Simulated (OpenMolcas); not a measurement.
**Ni³⁺: RASSCF terms and fine-structure levels**

Which level of Ni³⁺ lies lowest, and where do the others fall? The reference wave functions come first, then spin-orbit coupling.

The numbers are computed with OpenMolcas 26.06 (state-averaged RASSCF, spin-orbit coupling by RASSI with atomic mean-field integrals), except any that are marked as measured or tabulated.

2 further runs of the same task are left out: 2 set aside as unsound or not needed.

## (1) What is computed

```
Species                           : Ni³⁺ (nickel, Z = 28, 25 electrons)
Basis                             : ANO-RCC-VTZP [6s5p3d2f1g], 59 functions
Scalar Hamiltonian                : DKH2, point nucleus
Inactive shells                   : 1s 2s 2p 3s
Active space                      : 13 electrons in 8 orbitals (RAS1 3p, at most 2 holes; RAS2 3d)
Some configurations of this space : 3d7
Orbitals                          : optimised for each spin and parity, averaged over all roots
```

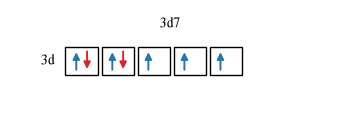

The shells outside the core, filled by Hund's rule for the drawing.

Each step is its own input file, run in one work folder so that later steps find the files of earlier ones. Labels, J, g values, rates, χT and fits are worked out afterwards by a script from the matrices that RASSI stores.

## (2) One- and two-electron integrals

File a.inp:

```
&GATEWAY
Coord
1

Ni 0.0 0.0 0.0
Basis=ANO-RCC-VTZP
Group=XYZ
NoMove
AngMom=0.0 0.0 0.0
AMFI
&SEWARD
```

Command:

```console
> OMP_NUM_THREADS=1 MOLCAS_MEM=1689 MOLCAS_PROJECT=a pymolcas a.inp > a.log
```

## (3) A small preliminary run for start orbitals

File a.inp:

```
&RASSCF
FileOrb=start.orb
Symmetry=1
Spin=4
nActEl=7 0 0
Inactive=3 6
Ras2=5 0
CIRoot=10 10 1
SDav=10
CIMx=300
Iter=120 100
PrWF=0.3
OrbListing=Nothing
MaxOrb=0
Atom
>>> COPY $Project.JobIph JOBPRE
```

## (4) RASSCF: quartets of even parity, 10 roots

File a.inp:

```
&RASSCF
FileOrb=start.orb
Symmetry=1
Spin=4
nActEl=13 2 0
Inactive=3 3
Ras1=0 3
Ras2=5 0
CIRoot=10 10 1
SDav=25
CIMx=300
Iter=120 100
PrWF=0.3
OrbListing=Nothing
MaxOrb=0
Thrs=2.0e-7 1.0e-1 5.0e-4
Atom
>>> COPY $Project.JobIph JOB001
```

## (5) Reference wave functions, doublets of even parity, 40 roots

File a.inp:

```
&RASSCF
FileOrb=start.orb
Symmetry=1
Spin=2
nActEl=13 2 0
Inactive=3 3
Ras1=0 3
Ras2=5 0
CIRoot=40 40 1
SDav=85
CIMx=300
Iter=120 100
PrWF=0.3
OrbListing=Nothing
MaxOrb=0
Thrs=2.0e-7 1.0e-1 5.0e-4
Atom
>>> COPY $Project.JobIph JOB002
```

## (6) RASSI: spin-orbit coupling between the states

File a.inp:

```
&RASSI
NrOfJobIphs=2 10 40
1 2 3 4 5 6 7 8 9 10
1 2 3 4 5 6 7 8 9 10 11 12 13 14 15 16 17 18 19 20 21 22 23 24 25 26 27
28 29 30 31 32 33 34 35 36 37 38 39 40
IphNames
JOB001
JOB002
EJob
SpinOrbit
DIPRint=1.0
SOCoupling=1000.0
Subsets=2
MEES
Property=10
'ANGMOM' 1 'ANGMOM' 2 'ANGMOM' 3 'MLTPL  1' 1 'MLTPL  1' 2 'MLTPL  1' 3
'AMFI' 1 'AMFI' 2 'AMFI' 3 'MLTPL  2' 6
SOProperty=3
'ANGMOM' 1 'ANGMOM' 2 'ANGMOM' 3
```

(Steps that only read results are left out.)

What does the calculation give? Wanted: lowest level; first excited level; lowest level of another term; spin-orbit lowering of the lowest level; strongest of the lines computed, by gA.

As calculated:

| quantity | value |
| --- | --- |
| method | RASSCF |
| lowest level | 3d7 4F 9/2, 100 % of that term, g = 1.333 |
| ground level listed by NIST | 4F9/2 |
| first excited level | 3d7 4F 7/2 at 0.1426 eV |
| lowest level of another term | 3d7 4P 5/2 at 2.5163 eV |
| spin-orbit lowering of the lowest level | 0.1450 eV |
| strongest of the lines computed, by gA (one parity, so forbidden lines), at RASSCF energies | 3d7 2D 5/2(2) → 3d7 2G 9/2, 192.8 nm, A = 1.27e+01 s⁻¹ |

The multiplet 4F is inverted; its intervals divided by the larger J differ by 11 % of their mean, where Landé's rule for pure LS coupling makes them equal. The computed levels miss the measured ones by 2900 cm⁻¹ on average. Only the configurations of the active space and the roots asked for are present. Not all states of the active space went into the spin-orbit step. The levels of the extra active shells were not computed. Levels of other configurations are missing from the list.
